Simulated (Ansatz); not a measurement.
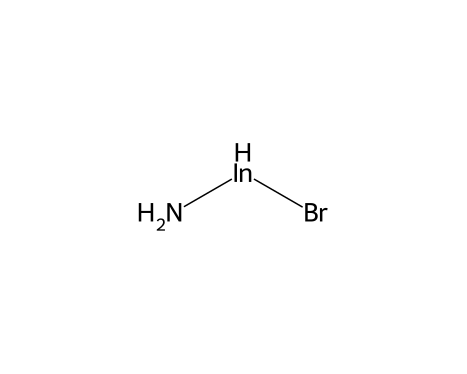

Structural formula above. The geometry was computed by an optimisation with PBE-D4/def2-SVP. No frequency run is at hand to confirm it as a minimum.

Describe the 3D structure.

Formula BrH3InN. SMILES: `[NH2][InH][Br]`. The point group is C1. Coordination, clear cases only: 1 In trigonal planar.

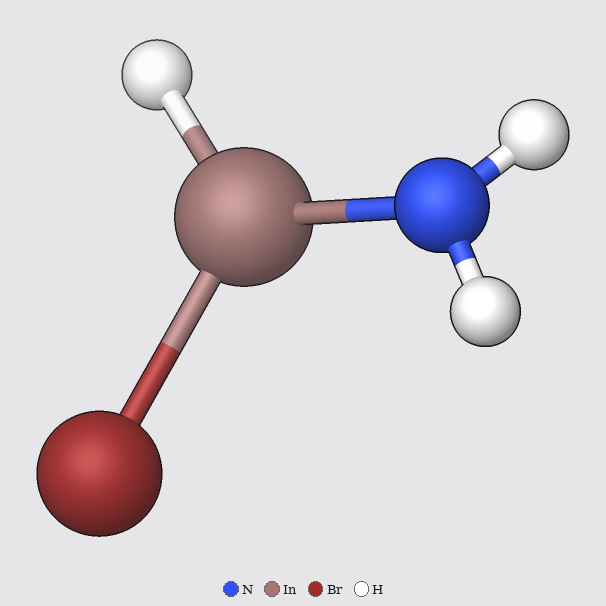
